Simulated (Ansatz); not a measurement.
# HCl···H6O7Si2 (SMILES Cl.O[Si](O)(O)O[Si](O)(O)O): what the fields show

Input

```
crystal:
  periodic: [false, false, false]
  atoms:
    - {symbol: Cl, position_ang: [0.679582, -1.618922, -3.666880]}
    - {symbol: H, position_ang: [0.671540, -0.522305, -2.949728]}
    - {symbol: O, position_ang: [0.718048, 0.621235, -1.572765]}
    - {symbol: Si, position_ang: [1.180801, -0.242206, -0.241329]}
    - {symbol: O, position_ang: [2.794548, -0.311765, -0.212176]}
    - {symbol: O, position_ang: [0.564279, -1.750832, -0.260720]}
    - {symbol: O, position_ang: [0.536333, 0.461891, 1.073920]}
    - {symbol: Si, position_ang: [-1.046877, 0.637854, 1.421952]}
    - {symbol: O, position_ang: [-1.636204, 1.329622, 0.052849]}
    - {symbol: O, position_ang: [-1.327995, 1.638802, 2.662907]}
    - {symbol: O, position_ang: [-1.712848, -0.806162, 1.765411]}
    - {symbol: H, position_ang: [-0.127458, 1.073702, -1.437856]}
    - {symbol: H, position_ang: [3.283439, 0.489204, -0.405492]}
    - {symbol: H, position_ang: [0.661214, -2.248832, -1.078848]}
    - {symbol: H, position_ang: [-2.569601, 1.544220, 0.023100]}
    - {symbol: H, position_ang: [-1.334315, 1.254402, 3.540699]}
    - {symbol: H, position_ang: [-1.334486, -1.550010, 1.285153]}
basis:
  gaussian: {orbitals: "def2-TZVPPD.json"}
hamiltonian: {xc: pbe0, dispersion: d4}
output: {orbitals: {seedname: orbitals}}
```

Command:

```sh
ansatz run in.yaml --threads 11 --pin off --events-out ev --progress --plain --max-ram 110592MiB --backend cuda --devices 0, --max-vram 75GiB
```

Geometry: PBE0-D4/def2-TZVP.

Computed with RKS PBE0-D4/def2-TZVPPD in Ansatz.

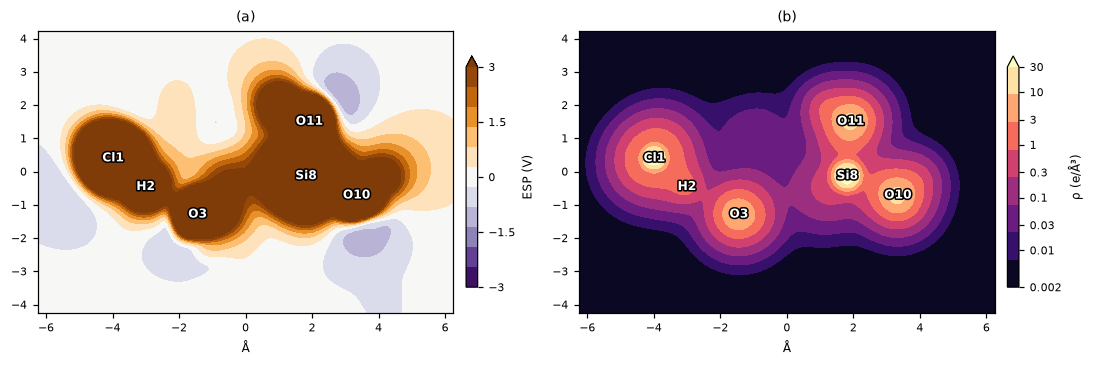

Figure 1. (a) molecular electrostatic potential; (b) electron density on the plane of atoms O10, Si8 and O11.

> Interpret the plot.

- The plane passes through Cl, H, O and Si nuclei.
- O3···H2 (1.79 Å): the density falls to about 0.27 e/Å³ on the way.
- Si–O (1.62 Å): ρ at the midpoint is about 1.3 e/Å³.
- Cl–H (1.31 Å): ρ is about 1.9 e/Å³ halfway.
- Outside the dense part of the complex the potential is most negative (−1.3 V) near O11.

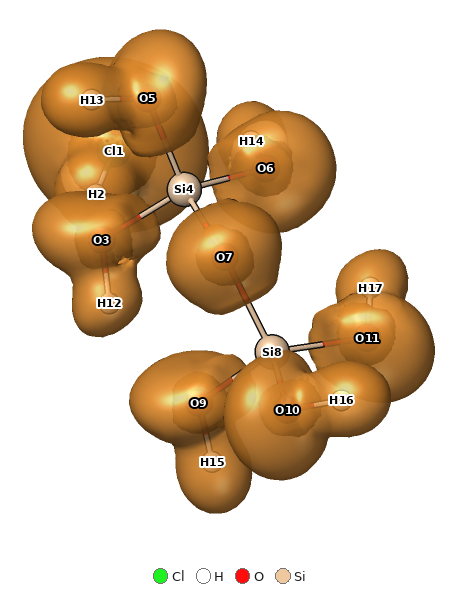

Figure 2. Isosurface of the ELF at 0.75 (orange), seen at an oblique angle. Only the valence region is drawn (cores and ρ < 0.01 e/Å³ removed).

> Identify the bonds, lone pairs and shells in this picture.

At this value the surface marks out one region on O in which the atom's valence shell and bonds are merged, one joined region spread over several atoms (Cl, H), in which their bonds and any lone pairs are merged and six joined regions spread over several atoms (H, O), in which their bonds and any lone pairs are merged.


O3···H2 (1.79 Å): the ELF dips to about 0.20 between them. Si–O (1.62 Å): the ELF peaks at about 0.85 between the atoms: a polar covalent bond.

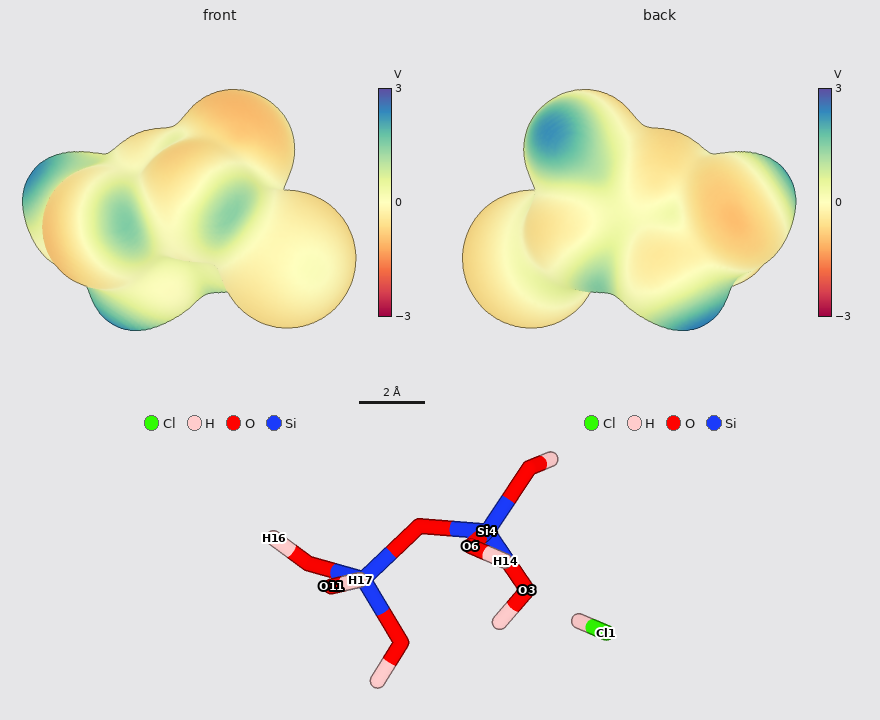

Figure 3. The molecular electrostatic potential painted on the density surface at 0.001 e/bohr³, seen from the front and from behind; red is negative and blue positive. The bare structure is drawn below in the same view.

> Where is the surface potential most negative and most positive?

The most negative region (about −1.0 V, or −23 kcal/mol for a unit charge) lies over O5 and O10, the most positive (about +2.3 V, or +53 kcal/mol for a unit charge) over H13, H15 and H16.

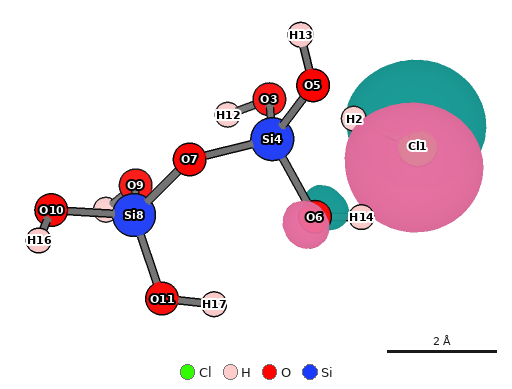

Figure 4. The HOMO−1 at ±0.1 Å⁻³ᐟ² (teal and pink are the two phases), seen at an oblique angle.

> Where does this orbital lie, and at what energy?

It lies mainly on Cl1 (about 90 %); largely a lone pair of Cl1. Its energy is −9.21 eV.
